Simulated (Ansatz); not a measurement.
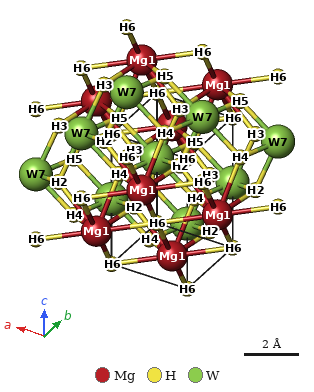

Starting structure of solid MgH5W (a generated structure, set up in P4/mmm) (coarse preliminary run). The picture is a ball-and-stick view of the cell of the calculation, repeated 2 × 2 × 1 with one cell outlined, seen from a free direction.

Level of theory: DFT PBE, scalar-relativistic, plane waves, PAW in Ansatz 0.2.0.

Input
```yaml
crystal:
  lattice:
    - [3.32092664, 0.0, 0.0]
    - [0.0, 3.32092664, 0.0]
    - [0.0, 0.0, 5.82737106]
  atoms:
    - { symbol: Mg, position: [0.5, 0.5, 0.0] }
    - { symbol: H, position: [0.0, 0.5, 0.28396457] }
    - { symbol: H, position: [0.0, 0.5, 0.71603543] }
    - { symbol: H, position: [0.5, 0.0, 0.28396457] }
    - { symbol: H, position: [0.5, 0.0, 0.71603543] }
    - { symbol: H, position: [0.0, 0.0, 0.0] }
    - { symbol: W, position: [0.0, 0.0, 0.5] }
basis:
  ecutwfc: 420
kpoints:
  mp_grid: { grid: [6, 6, 4] }
hamiltonian:
  xc: pbe
scf:
  occupations: { method: gaussian, width: 0.1 }
  lower_state_search: "off"
output:
  forces: true
  stress: true
  eigenvalues: true
relax:
  adjacent_minimum: "off"
  f_tol: 0.04
  max_steps: 70
  cell: { stress_tol: 0.4 }
```

Run as
```bash
ansatz run input.yaml --threads 1 --pin off --max-ram 2048MiB --backend cpu --events-out ev --progress --plain --runs-dir out
```

> What does the optimiser find from here?

The largest moves relative to the cell, 0.17 Å, are those of H2, H3, H4 and H5. H2 goes along +c. W and Mg stay in place. The volume changes by −16.7 %, with a = b 3.321 → 2.888 Å (−13.0 %), c 5.827 → 6.420 Å (+10.2 %). Some distances before and after: W7–W7 3.321 → 2.888 Å, Mg1–H6 2.348 → 2.042 Å, H2–W7 2.084 → 1.886 Å, Mg1–H2 2.344 → 2.464 Å. Bond angles that change, for instance: W7–H5–W7 105.7° → 99.9°. The space group stays P4/mmm (No. 123). Over 7 accepted moves (8 points after the start) the energy falls by 268 meV per atom. Largest force component: 1.1 eV/Å at the start, 0.0042 eV/Å at the end. Pressure: −21.66 GPa at the start and −0.07 GPa at the end. The SCF was repeated once at an unchanged geometry on a basis and grid sized afresh for the cell, which shifted the energy by 0.4 meV per atom at most.

History of the run:

| step | E − E(0), meV/atom | largest force component, eV/Å | pressure, GPa | volume, Å³/atom | note |
| --- | --- | --- | --- | --- | --- |
| 0 | 0.00 | 1.0563 | -21.66 | 9.181 |  |
| 1 | -167.93 | 0.3678 | -11.45 | 8.028 |  |
| 2 | -224.06 | 0.0787 | 0.51 | 7.287 |  |
| 3 | -253.98 | 0.1072 | 4.85 | 7.142 |  |
| 4 | -266.28 | 0.0176 | 2.71 | 7.350 |  |
| 5 | -268.04 | 0.0359 | 0.53 | 7.533 |  |
| 6 | -268.23 | 0.0310 | 0.28 | 7.642 |  |
| 7 | -268.27 | 0.0038 | -0.04 | 7.648 |  |
| 8 | -267.88 | 0.0042 | -0.07 | 7.648 | same geometry, new basis |

Final geometry:

```
CELL_PARAMETERS angstrom
2.88777 0.00000 0.00000
0.00000 2.88777 0.00000
0.00000 0.00000 6.41955
ATOMIC_POSITIONS crystal
Mg 0.50000 0.50000 0.00000
H 0.00000 0.50000 0.31103
H 0.00000 0.50000 0.68897
H 0.50000 0.00000 0.31103
H 0.50000 0.00000 0.68897
H 0.00000 0.00000 0.00000
W 0.00000 0.00000 0.50000
```

The end point in the same view:

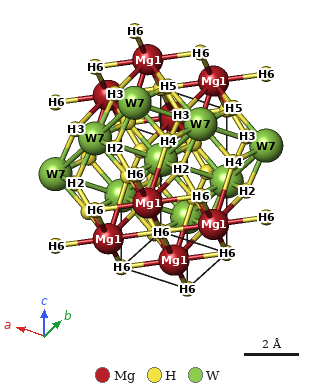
